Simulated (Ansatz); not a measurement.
## Ba2C (built on the sites of a database entry of Be2C): a soft mode frozen in

Aim: this structure of Ba2C (built on the sites of a database entry of Be2C) is to be tested for unstable modes, and one is followed downhill.

Method: DFT LDA, scalar-relativistic, plane waves, PAW, in Ansatz 0.2.0.

The structure was built from a prototype and need not be the compound's stable phase.

## 1. Set-up

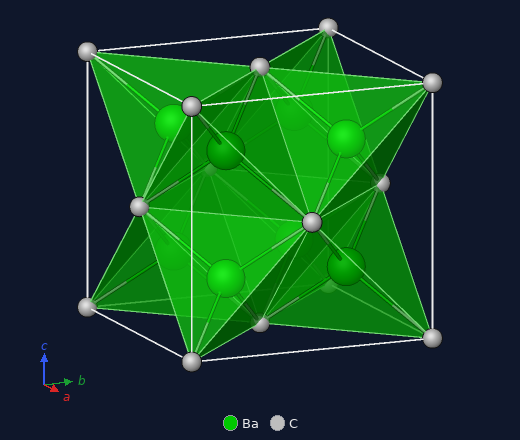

Start, viewed slightly off an axis; barium green, carbon light grey. This picture shows the conventional cell, with its axes. Some periodic images of atoms are drawn too.

## 2. Response at finite wavevector

The cell comes from relaxations at this level that are not shown. Stability and thermal properties need the whole zone. Linear response on a 2×2×2 q mesh gives force constants as far as a supercell of that size would.

input.yaml reads:

```yaml
crystal:
  lattice:
    - [0.0, 3.3958497574, 3.3958497574]
    - [3.3958497574, 0.0, 3.3958497574]
    - [3.3958497574, 3.3958497574, 0.0]
  atoms:
    - { symbol: Ba, position: [0.25, 0.25, 0.25] }
    - { symbol: Ba, position: [0.75, 0.75, 0.75] }
    - { symbol: C, position: [0.0, 0.0, 0.0] }
kpoints:
  mp_grid: { grid: [10, 10, 10] }
hamiltonian:
  xc: lda
scf:
  occupations: { method: methfessel_paxton, width: 0.15 }
output:
  eigenvalues: true
phonons:
  method: dfpt
  qmesh: [2, 2, 2]
  temperatures: { t_max: 1000, t_step: 50 }
  qpath:
    path:
      - [[0.0, 0.0, 0.0], [0.5, 0.0, 0.5], [0.625, 0.25, 0.625]]
      - [[0.375, 0.375, 0.75], [0.0, 0.0, 0.0], [0.5, 0.5, 0.5], [0.5, 0.25, 0.75], [0.5, 0.0, 0.5]]
    npoints: 10
```

Command:

```console
> ansatz run input.yaml --threads 4 --pin off --max-ram 7168MiB --backend cpu --events-out ev --progress --plain --runs-dir out
```

Numbers of over 12 decimals in the logs are rounded to 6 here.

What it wrote:

```text
Warning: phonons: the dynamical matrix that this run interpolates holds no multipole term above the dipole-dipole one, and a site of this crystal is no centre of inversion, so its interpolated transverse optical and acoustic branches and sound speeds can stay off near Gamma, and the density of states and the thermodynamics with them. What a run solves at a wave vector of phonons.qpoints, Gamma apart, where the deck admits one, is free of this, and under fd what a larger phonons.supercell samples
Engine: ansatz 0.2.0, aarch64-unknown-linux-gnu
Pseudopotentials: kind: paw
Pseudopotential: Ba, paw, valence charge 10, recommended cutoff 420 eV (normal), Ba.paw.azcp
Pseudopotential: C, paw, valence charge 4, recommended cutoff 420 eV (normal), C.paw.azcp
Functional definition: SPW92
  exchange = slater_x
  correlation = pw_c
Crystal: 3 atoms, lattice volume = 78.320 Å³
Basis set: ecut = 420 eV, 1471 PW (Γ), exchange–correlation on 72×72×72 points (8 copies of the dense FFT grid, shifted against one another)
Bands: 16, of which v1, the nominal top of the filled ones, is band 12 counted from 1 (11 counted from 0)
Symmetry: 48 space group operations
k-points: 47 of 1000
Non-local potential: Ba, projectors of the file, l = 0: 3, l = 1: 2, l = 2: 2, l = 3: 2
Non-local potential: C, projectors of the file, l = 0: 2, l = 1: 2, l = 2: 1
PAW form: soft (Blöchl's): semilocal exchange-correlation on the pseudo side does not see the compensation charge
PAW frozen core: Ba, regenerated for the run's functional, and the local potential with it (the file was generated under x = pbe(κ = 0.804, μ = 0.219515), c = pbe(β = 0.066725))
PAW frozen core: C, regenerated for the run's functional, and the local potential with it (the file was generated under x = pbe(κ = 0.804, μ = 0.219515), c = pbe(β = 0.066725))
PAW one-centre angular grid: Ba, 194 points (default); XC on 64 Gauss nodes
PAW one-centre angular grid: C, 110 points (default); XC on 64 Gauss nodes
Initial density: superposition of atomic densities (neutral atoms: chi_scale 0, normalization atom), corrected by the library's trained network
Initial wavefunctions: pseudopotential atomic-orbital guess
Functional: x = slater, c = lda
SCF iter   1: F=—  HF=-11800.501880 eV  |F-HF|=—  |Δ(HF+E_count)|=         —  Δρ=1.40e-2  dr2=3.66e-1  ethr=1.77e-3  ⟨swp⟩=8.5  Hψ=4724  notcnv=0
preconditioner: auto → Kerker (q_TF=auto, 2.240 Å⁻¹)  [metal: Δε(μ)=0.047 eV  Ē_g=10.880 eV  σ=0.150 eV  W_gap=0.26  n_scr=14 (ndim 8)  ℏωp=18.8 eV  f_vac=0.000  D(μ)=1.12/eV (n_scr^D=8)]
SCF iter   2: F=—  HF=-11800.455225 eV  |F-HF|=—  |Δ(HF+E_count)|=   4.67e-2  S|Δr|=    0.00e0  Δρ=5.64e-3  dr2=2.38e-2  ethr=1.52e-3  ⟨swp⟩=2.1  Hψ=1433  notcnv=0
SCF iter   3: F=—  HF=-11800.451887 eV  |F-HF|=—  |Δ(HF+E_count)|=   3.34e-3  S|Δr|=    0.00e0  Δρ=2.03e-3  dr2=2.79e-3  ethr=9.93e-5  ⟨swp⟩=2.0  Hψ=941  notcnv=0
SCF iter   4: F=—  HF=-11800.451476 eV  |F-HF|=—  |Δ(HF+E_count)|=   4.10e-4  S|Δr|=    0.00e0  Δρ=3.20e-4  dr2=1.78e-4  ethr=1.16e-5  ⟨swp⟩=1.5  Hψ=844  notcnv=0
SCF iter   5: F=—  HF=-11800.451448 eV  |F-HF|=—  |Δ(HF+E_count)|=   2.79e-5  S|Δr|=    0.00e0  Δρ=5.76e-5  dr2=3.36e-6  ethr=7.42e-7  ⟨swp⟩=1.5  Hψ=807  notcnv=0
SCF iter   6: F=—  HF=-11800.451447 eV  |F-HF|=—  |Δ(HF+E_count)|=   1.16e-6  S|Δr|=    0.00e0  Δρ=1.41e-5  dr2=2.99e-7  ethr=1.40e-8  ⟨swp⟩=2.4  Hψ=1233  notcnv=0
SCF iter   7: F=—  HF=-11800.451447 eV  |F-HF|=—  |Δ(HF+E_count)|=   1.56e-7  S|Δr|=    0.00e0  Δρ=4.18e-6  dr2=2.60e-8  ethr=1.24e-9  ⟨swp⟩=2.3  Hψ=973  notcnv=0
SCF iter   8: F=—  HF=-11800.451447 eV  |F-HF|=—  |Δ(HF+E_count)|=   2.77e-9  S|Δr|=    0.00e0  Δρ=4.77e-7  dr2=2.24e-10  ethr=1.08e-10  ⟨swp⟩=2.0  Hψ=933  notcnv=0
SCF iter   9: F=-11800.451447 eV  HF=-11800.451447 eV  |F-HF|=5.46e-12  |Δ(HF+E_count)|=  1.09e-11  S|Δr|=    0.00e0  Δρ=8.50e-8  dr2=5.17e-12  ethr=1.00e-12  ⟨swp⟩=5.0  Hψ=4035  notcnv=0
SCF 1 converged in 9 iterations: F = -11800.451447 eV  dr2 = 5.17e-12
  greatest PAW one-centre occupation: 0.957 electrons in one spin orbital (limit 2), on the Ba atom at site 1 (counted from 0), in its partial waves of l = 0
Initial density: read from a saved state, or passed on in memory by an earlier SCF of this step, an earlier step, the calling program or the single point that the run made first
iter 1 solved again at ethr=4.53e-7 eV; its pass at ethr=3.10e-3 eV (dr2=1.09e-4 eV) is discarded
SCF iter   1: F=—  HF=-11800.451447 eV  |F-HF|=—  |Δ(HF+E_count)|=         —  Δρ=5.45e-7  dr2=1.41e-10  ethr=4.53e-7  ⟨swp⟩=3.0  Hψ=6617  notcnv=0
eigensolver tolerance schedule: the retry pair's looser diagonalisation over-reported the residual by 774266.19 of it (diagonalisation noise at an unbounded share of the residual, at the tolerance the schedule requests for it); recorded, not acted on — ethr = c·dr2/N_el stays at c = 1.0e-1
preconditioner: auto → none  [insulator: Δε(μ)=0.108 eV  Ē_g=10.901 eV  σ=0.150 eV  W_gap=0.56  n_scr=14 (ndim 8)  ℏωp=18.8 eV  f_vac=0.000  D(μ)=0.44/eV (n_scr^D=0)  ε∞_Penn≈4.0]
SCF iter   2: F=—  HF=-11800.451447 eV  |F-HF|=—  |Δ(HF+E_count)|=   6.92e-7  S|Δr|=    0.00e0  Δρ=3.48e-7  dr2=1.19e-10  ethr=1.00e-12  ⟨swp⟩=4.1  Hψ=2175  notcnv=0
SCF iter   3: F=—  HF=-11800.451447 eV  |F-HF|=—  |Δ(HF+E_count)|=  1.64e-11  S|Δr|=    0.00e0  Δρ=2.08e-7  dr2=2.40e-11  ethr=1.00e-12  ⟨swp⟩=1.0  Hψ=752  notcnv=0
SCF iter   4: F=-11800.451447 eV  HF=-11800.451447 eV  |F-HF|=0.00e0  |Δ(HF+E_count)|=  3.64e-12  S|Δr|=    0.00e0  Δρ=1.33e-7  dr2=7.61e-12  ethr=1.00e-12  ⟨swp⟩=3.2  Hψ=2270  notcnv=0
SCF 2 converged in 4 iterations: F = -11800.451447 eV  dr2 = 7.61e-12
phonons: the bands overlap, so this run is a metal and interpolates without the dipole-dipole term. If the crystal is really an insulator or semiconductor, its LO-TO splitting is missing
NSCF: frozen V_eff on 47 k-points
WARN: eigensolver did not converge in 5 slots of this pass, the one above among them; of largest residual over every band (k=5): 1 band(s) unlocked (lowest unlocked band 15, counted from 0; max residual 4.83e-3 eV among the unlocked bands, 4.83e-3 eV over every band); of lowest unlocked band (k=5): band 15
NSCF: frozen V_eff on 102 k-points
DFPT response loops at q = (0, 0, 0) (fractional): preconditioner auto → Kerker (q_TF=auto, 2.240 Å⁻¹) (partly filled bands, converged f_vac=0.000); β = 1.00, the filter's whole step (`scf.mixing.beta` (0.50) is not read by the response loops under this deck's `scf.mixing.preconditioner`; to damp them name `kerker` or `kerker_dos`, under which they read `scf.mixing.beta`, and type it under 1.00, their step now; both keys bind the ground state too); Broyden in place of MSR1
NSCF: frozen V_eff on 564 k-points
DFPT response loops at q = (0, 0, -0.5) (fractional): mixed as the last ones told, above
NSCF: frozen V_eff on 342 k-points
DFPT response loops at q = (0, -0.5, -0.5) (fractional): mixed as the last ones told, above
SCF converged after 9 iterations
Stability not checked: this state was not tested for a lower state beside it, because cold or Methfessel-Paxton smearing, or corrected tetrahedra, fill the levels in a way that the test cannot read (fill_not_monotonic; see scf.lower_state_search)
Free energy (F): -11800.451447 eV
Harris-Foulkes:  -11800.451447 eV  (|F-HF|=5.46e-12)
Internal energy: -11800.453514 eV  (E = F + TS)
E sigma→0 (E₀):  -11800.451964 eV
Entropy (-TS):   0.002067 eV (0.689 meV/atom)
Fermi energy:    10.511818 eV
--- Per-component energies (eV) ---
  E_band       = -37.696408
  E_kinetic    = 425.394789
  E_local      = -543.321446  (includes V_loc(G=0)·N_el)
  E_nonlocal   = 149.364960
  E_hartree    = 173.755995
  E_xc         = -382.792053
  E_vxc        = -332.881906  (∫ρ·V_xc dr)
  E_paw        = -10206.579630  (= ΣΔE_a)
  E_vpaw       = -83.764820  (= ΣTr[D̂ρ^β])
  E_aug_tail   = 0.000002  (compensation charges beyond the density's cutoff)
  E_ewald      = -1416.903993
  E_core_change = 0.627864  (= ΣΔE_core)
  E_smearing   = 0.002067  (= −TS)
  E_closure    = -0.000000  (closes the sum)
  Σ components = -11800.451447   (vs F -11800.451447, Δ=0.00e0)
--- Band table (eV; the first three rows and the last of 47) ---
  k-point 0: bands = [... 8 lower, 2.4532, 8.3067, 8.3067, 8.3067, 10.5899, 10.5899, 10.7024, 15.0330]
  k-point 1: bands = [... 8 lower, 2.5530, 8.3272, 8.4000, 8.4000, 10.7501, 10.7501, 11.0472, 14.6084]
  k-point 2: bands = [... 8 lower, 2.7790, 8.5244, 8.6667, 8.6667, 11.2083, 11.2083, 11.8358, 13.8583]
  k-point 46: bands = [... 8 lower, 3.1100, 9.5323, 9.5750, 10.0262, 11.3896, 12.4792, 12.5970, 13.7060]
--- Phonons (Γ-DFPT): 2 representative perturbations + reference (Σ response iterations 7) ---
  ASR residual: 8.340e-5 → 0.000e0 eV/Å²; symmetrization residual: 3.346e-7 eV/Å²
  ASR residual per site (eV/Å²): 6.40e-6 6.40e-6 8.34e-5
  Γ frequencies (cm⁻¹): 0.00 0.00 0.00 67.96 67.96 67.96 247.04 247.04 247.04
--- Phonons (arbitrary-q DFPT): 3 irreducible q on the 2×2×2 mesh ---
  q = [0.0000, 0.0000, 0.0000] (star 1, of the zone-centre solve; hermiticity 2.59e-7, symmetrization 4.71e-14): -0.00 -0.00 -0.00 67.96 67.96 67.96 247.04 247.04 247.04
  q = [0.0000, 0.0000, -0.5000] (star 4, 2 solved perturbations on 282 of 1000 k-point pairs; hermiticity 2.60e-7, symmetrization 8.82e-14): 56.59 56.59 78.07 81.34 81.34 90.60 204.54 204.54 288.99
  q = [0.0000, -0.5000, -0.5000] (star 3, 4 solved perturbations in 546 linear systems a pass and spin channel, the states on 171 of 1000 k-point pairs; hermiticity 2.16e-8, symmetrization 7.89e-14): -29.98 39.77 39.77 73.16 73.16 99.36 99.36 121.83 347.18
  sum rule: each row above includes the acoustic sum rule's correction from the zone centre's row sums; it moved no ω² by more than (1.37 cm⁻¹)²
  mesh force constants: q→R imaginary residual 6.69e-17; ASR residual 8.340e-5 → 0.000e0 eV/Å²; symmetrization residual 3.109e-15 eV/Å²
  interpolated dispersion: 62 rows × 9 modes
  density of states and harmonic sums: on the 16×16×16 q-mesh, interpolated from the force constants of a 2×2×2 supercell (no non-analytic term)
  largest difference from the sums on the solved wave vectors: F 1.82e-1 eV, S 2.41e-4 and C_V 5.91e-5 eV/K
  zero-point energy: 0.065904 eV/cell   skipped modes (ω ≤ 0): 16, of them read as no rigid motion or as one in doubt: 13 (6.372e-2 modes/cell left out, lowest -29.98 cm⁻¹)   left out of the sums: 7.16e-3 of the cell's modes: C_V's classical limit lies that fraction below 3 k_B per atom; for a crystal, a wire or a layer, F and S can be off by more, and a phonons.interpolated_qmesh denser along its periods is the remedy for the sampling
```

The job ended after 86 s (4 threads of Arm Neoverse V1, shared host; peak memory 1.2 GiB).

Numbers from this step:

* volume per atom: 26.11 Å³
* gap on the k-mesh: 0 eV
* sum-rule residual before enforcement: 8.34e-5 eV/Å²
* lowest frequency on the path: -29.98 cm⁻¹
* point group: m-3m
* highest frequency on the path or at a solved wavevector: 347.2 cm⁻¹
* highest optical mode at the zone centre (no LO-TO term): 247.0 cm⁻¹
* lowest optical zone-centre mode: 67.96 cm⁻¹
* lowest mode on the q mesh (acoustic modes at Γ apart): -29.98 cm⁻¹

Frequencies (cm⁻¹) solved at each irreducible wavevector; negative means imaginary. Frequencies by wavevector, by row:

```tsv
q in reciprocal lattice units	star	mode 1	mode 2	mode 3	mode 4	mode 5	mode 6	mode 7	mode 8	mode 9
0 0 0	1	0	0	0	68	68	68	247	247	247
0 0 -0.5	4	56.6	56.6	78.1	81.3	81.3	90.6	204.5	204.5	289
0 -0.5 -0.5	3	-30	39.8	39.8	73.2	73.2	99.4	99.4	121.8	347.2
```

Interpolated from a 2×2×2 q mesh. Phonon branches along the path, in cm⁻¹:

```tsv
point	branch 1	branch 2	branch 3	branch 4	branch 5	branch 6	branch 7	branch 8	branch 9
Γ	0	0	0	68	68	68	247	247	247
X	-30	40	40	73	73	99	99	122	347
U	12	46	52	81	91	114	138	179	305
jump to K	12	46	52	81	91	114	138	179	305
Γ	0	0	0	68	68	68	247	247	247
L	57	57	78	81	81	91	204	204	289
W	25	28	70	70	93	107	113	258	258
X	-30	40	40	73	73	99	99	122	347
```

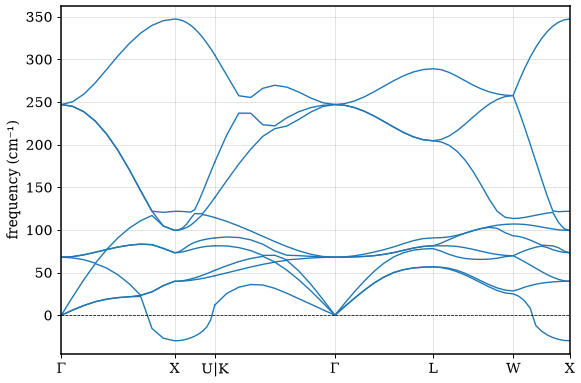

Phonon branches along the path.

Symmetry leaves 3 wavevectors to solve. The lowest mode among them, the acoustic zeros apart, lies at q = (0, -0.5, -0.5) and is imaginary, 30.0i cm⁻¹, so the energy falls along it.

## 3. The mode frozen in, largest atomic shift 0 Å

The mode followed lies at q = (0, -0.5, -0.5) with frequency 30.0i cm⁻¹, the softest among the wavevectors solved. At small amplitude the distorted cell has space group no. 137 by a symmetry search on the positions. The undistorted cell that holds it gives the zero of energy on the same k mesh.

System of this step: Ba2C (built on the sites of a database entry of Be2C). Symmetry: Fm-3m, No. 225, cubic system. The conventional cell has a = 6.792 Å, b = 6.792 Å, c = 6.792 Å, α = 90.00°, β = 90.00°, γ = 90.00°. Nearest to Ba lie 4 C at 2.94 Å. C has 8 Ba at 2.94 Å nearest. Farther neighbours are not listed.

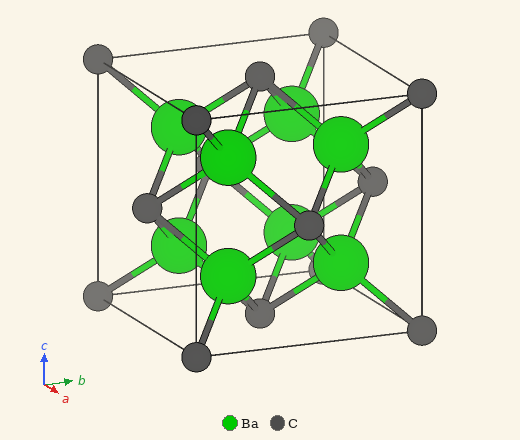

The cell of this step (barium green, carbon dark grey). Some periodic images of atoms are drawn too.

input.yaml reads:

```yaml
crystal:
  lattice:
    - [0.0, -3.3958497574, -3.3958497574]
    - [0.0, 3.3958497574, -3.3958497574]
    - [6.7916995149, 0.0, 0.0]
  atoms:
    - { symbol: Ba, position: [0.0, 0.5, 0.75] }
    - { symbol: Ba, position: [0.5, 0.0, 0.25] }
    - { symbol: Ba, position: [0.0, 0.5, 0.25] }
    - { symbol: Ba, position: [0.5, 0.0, 0.75] }
    - { symbol: C, position: [0.5, 0.5, 0.5] }
    - { symbol: C, position: [0.0, 1.0, 0.0] }
kpoints:
  mp_grid: { grid: [6, 6, 6] }
hamiltonian:
  xc: lda
scf:
  occupations: { method: methfessel_paxton, width: 0.15 }
output:
  forces: true
  stress: true
  eigenvalues: true
```

What it wrote:

```text
[...]
Crystal: 6 atoms, lattice volume = 156.641 Å³
Basis set: ecut = 420 eV, 2995 PW (Γ)
Bands: 30, of which v1, the nominal top of the filled ones, is band 24 counted from 1 (23 counted from 0)
Symmetry: 32 space group operations
[...]
k-points: 40 of 216
[...]
k-point 0: bands = [... 20 lower, 8.3055, 8.8050, 10.3102, 10.5695, 10.5695, 10.5899, 10.5899, 10.7026, ... 2 higher]
  k-point 1: bands = [... 20 lower, 8.4466, 8.6041, 10.4324, 10.4324, 10.6387, 10.6422, 10.8104, 11.0392, ... 2 higher]
  k-point 2: bands = [... 20 lower, 8.8442, 8.8442, 10.0139, 10.0139, 10.7930, 11.2858, 11.2876, 11.3393, ... 2 higher]
  k-point 39: bands = [... 20 lower, 9.7858, 9.7858, 9.7858, 9.7858, 11.4537, 11.4537, 12.6139, 12.6139, ... 2 higher]
[key lines of the parts left out:]
SCF converged after 7 iterations
Free energy (F): -23600.900555 eV
Fermi energy:    10.483284 eV
P = ⅓ Tr σ = 0.0317 GPa (0.317 kbar)
```

Elapsed: 5.6 s, on 4 threads; peak memory 0.51 GiB; 21 s of CPU time.

Numbers from this step:

| Item | Value |
| --- | --- |
| pressure | 0.03168 GPa |
| energy from the undistorted cell | 0 meV/atom |

The run ends at a pressure of 0.03 GPa.

## 4. The mode frozen in, largest atomic shift 0.22 Å

The atoms are moved along the unstable eigenvector, the largest shift by 0.22 Å, with the cell fixed.

input.yaml, the sections that differ from step 3:

```yaml
crystal:
  lattice:
    - [0.0, -3.3958497574, -3.3958497574]
    - [0.0, 3.3958497574, -3.3958497574]
    - [6.7916995149, 0.0, 0.0]
  atoms:
    - { symbol: Ba, position: [0.0, 0.5, 0.7823924814] }
    - { symbol: Ba, position: [0.5, 0.0, 0.2176075186] }
    - { symbol: Ba, position: [0.0, 0.5, 0.2823924814] }
    - { symbol: Ba, position: [0.5, 0.0, 0.7176075186] }
    - { symbol: C, position: [0.5, 0.5, 0.5] }
    - { symbol: C, position: [0.0, 1.0, 0.0] }
# kpoints, hamiltonian, scf, output: as in step 3
```

What it wrote:

```text
[...]
Crystal: 6 atoms, lattice volume = 156.641 Å³
Basis set: ecut = 420 eV, 2995 PW (Γ)
Bands: 30, of which v1, the nominal top of the filled ones, is band 24 counted from 1 (23 counted from 0)
Symmetry: 16 space group operations
[...]
k-points: 40 of 216
[...]
k-point 0: bands = [... 20 lower, 8.4297, 8.8515, 10.3360, 10.5232, 10.5232, 10.5916, 10.7175, 10.8914, ... 2 higher]
  k-point 1: bands = [... 20 lower, 8.5649, 8.6481, 10.4105, 10.4105, 10.6691, 10.7725, 10.9044, 11.1403, ... 2 higher]
  k-point 2: bands = [... 20 lower, 8.9440, 8.9440, 10.0468, 10.0468, 10.9320, 11.3330, 11.4641, 11.5494, ... 2 higher]
  k-point 39: bands = [... 20 lower, 9.7522, 9.7522, 9.7522, 9.7522, 11.4563, 11.4563, 12.7752, 12.7752, ... 2 higher]
[key lines of the parts left out:]
SCF converged after 8 iterations
Free energy (F): -23600.919716 eV
Fermi energy:    10.484646 eV
P = ⅓ Tr σ = 0.3808 GPa (3.808 kbar)
```

Run time: 5.6 s. Hardware: 4 threads; peak memory 0.51 GiB; 21 s of CPU time.

Numbers from this step:

```yaml
pressure: 0.3808 GPa
energy_from_the_undistorted_cell: -3.273 meV/atom
```

The energy, extrapolated to zero smearing, is -3.27 meV/atom against the undistorted cell.

The run ends at a pressure of 0.38 GPa, with forces up to 0.0014 eV/Å.

## 5. Energy along the mode, all amplitudes (two of the runs are shown above)

An imaginary frequency means negative curvature, so the energy should fall and then rise again as anharmonic terms take over.

Numbers from this step:

```yaml
depth_at_the_lowest_point_sampled: 3.273 meV/atom
largest_atomic_shift_at_that_point: 0.22 Å
```

Table of energy from the parent by largest atomic shift:

```tsv
largest atomic shift (Å)	energy from the parent (meV/atom)
0.000	0
0.040	-0.228
0.080	-0.859
0.140	-2.2
0.220	-3.27
0.320	-0.012
0.450	19.5
```

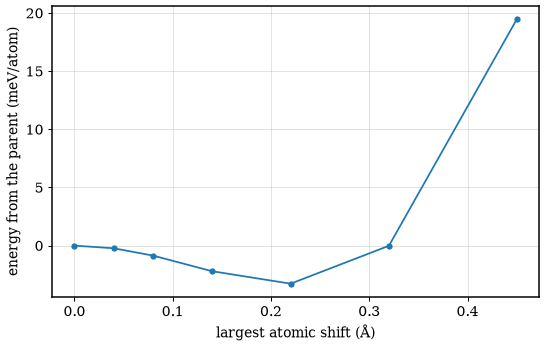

Energy from the parent against largest atomic shift.

Displacement at unit largest shift by atom:

```tsv
atom	x (Å)	y (Å)	z (Å)	size
Ba1	1.00	0.00	0.00	1.00
Ba2	-1.00	0.00	0.00	1.00
Ba3	1.00	0.00	0.00	1.00
Ba4	-1.00	0.00	0.00	1.00
C5	0.00	0.00	0.00	0.00
C6	0.00	0.00	0.00	0.00
```

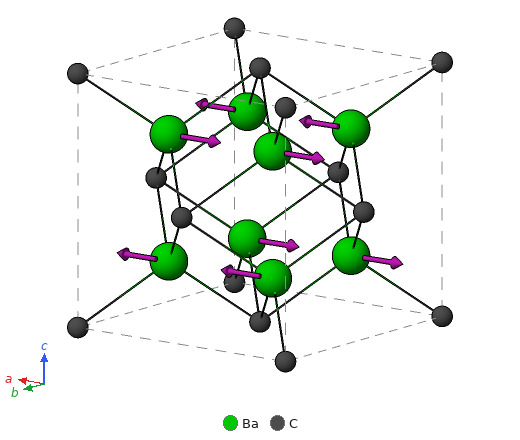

Displacement at unit largest shift as arrows, the longest 1 Å. Some periodic images of atoms are drawn too.

The lowest of the steps tried is at 0.22 Å, 3.27 meV/atom below the parent; the bottom of the well need not coincide with a step.

[end of part 1 of 2]

[Logs are printed without paths, hosts, clocks, repeated set-up lines and the standing remarks that a program may print on its own settings, such as how far it seeks lower states.]

[Hosts, paths, dates, database ids (printed as entryN), source tags and the programs' standing remarks are cut or masked in the printed files.]
